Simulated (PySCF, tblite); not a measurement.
# C5H10OSi3: geometry, infrared bands and NMR shifts

What infrared bands and NMR shifts should C5H10OSi3 (`C#C[Si@@H](O[SiH3])[SiH2]C#CC`) show?

Programs: tblite 0.8.0 and PySCF 2.14.0, with density-fitted response routines of our own. Each step states its level of theory. These are calculated values for one molecule in the gas phase, unless marked as measured. Atoms are numbered from 0 throughout.

### Step 1. The molecule as given

19 atoms, charge 0, multiplicity 1; geometry from: force field or distance geometry start.

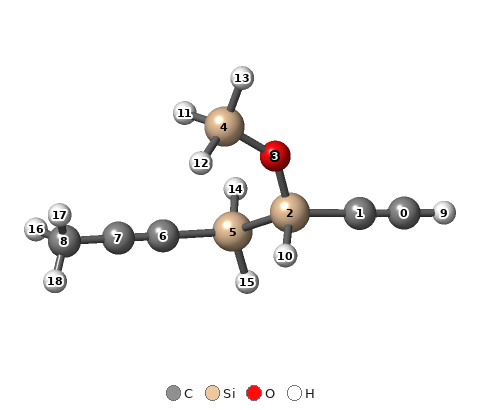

The starting geometry (carbon grey, silicon light orange, oxygen red, hydrogen white), atoms numbered.

### Step 2. Optimising the geometry with GFN2-xTB

The job: settings as JSON, then the geometry in Å.

```
{"job": {"kind": "relax", "xc": "GFN2-xTB", "basis": "xTB"}, "charge": 0, "multiplicity": 1}
C     -3.411700    -3.386900    -0.276200
C     -2.729700    -2.400700    -0.262800
Si    -1.638100    -0.870400    -0.206300
O     -1.738600    -0.085600     1.249100
Si    -1.079800     1.214800     2.031700
Si     0.547900    -1.487400    -0.730300
C      1.624600     0.053900    -0.802100
C      2.315500     1.041200    -0.835300
C      3.151700     2.232700    -0.886800
H     -4.046300    -4.251100    -0.287200
H     -2.134900     0.074100    -1.254600
H      0.334400     0.921800     2.347100
H     -1.160600     2.403100     1.147100
H     -1.817400     1.480800     3.276300
H      1.076200    -2.409000     0.311100
H      0.591000    -2.186400    -2.029100
H      4.180300     2.004000    -0.609500
H      2.774000     2.991600    -0.195300
H      3.151900     2.668900    -1.888100
```

Command:

```bash
$ OMP_NUM_THREADS=1 python probes_run.py task.json out
```

The driver reads the jobs from task.json and runs them one after another.

**Question.** This job is followed by: GFN2-xTB harmonic vibrations, gas phase; GIAO PBE0/pcSseg-1 NMR shielding, non-relativistic, gas phase. What will the session give for the following? strongest single infrared mode (GFN2-xTB); zero-point energy (GFN2-xTB); 13C shifts against TMS (PBE0/pcSseg-1); 1H shifts against TMS (PBE0/pcSseg-1, means over atoms taken as alike); 29Si shifts against TMS (PBE0/pcSseg-1); 17O shifts against H2O (PBE0/pcSseg-1).

As calculated:

| quantity | value |
| --- | --- |
| strongest single infrared mode (GFN2-xTB) | 1083 cm⁻¹, 598 km/mol |
| zero-point energy (GFN2-xTB) | 73.9 kcal/mol |
| 13C shifts against TMS (PBE0/pcSseg-1) | 117.5, 104.8, 90.6, 77.1, 6.4 ppm |
| 1H shifts against TMS (PBE0/pcSseg-1, means over atoms taken as alike) | 5.60, 5.18, 4.47, 4.13, 2.16, 2.14 ppm |
| 29Si shifts against TMS (PBE0/pcSseg-1) | -41.4, -44.1, -105.2 ppm |
| 17O shifts against H2O (PBE0/pcSseg-1) | 10.7 ppm |

In words: Over 120 steps the energy fell by 0.236 eV; of the close pairs, O3–Si4 changed most, 1.655 to 1.613 Å. The lowest mode is slightly imaginary (9i cm⁻¹), a soft motion within the noise of the Hessian, so the minimum is not strictly shown. The strongest single mode, at 1083 cm⁻¹, moves mainly O3. Unscaled tight-binding wavenumbers are off by several per cent, some by more. Its intensities can rank the bands wrongly.
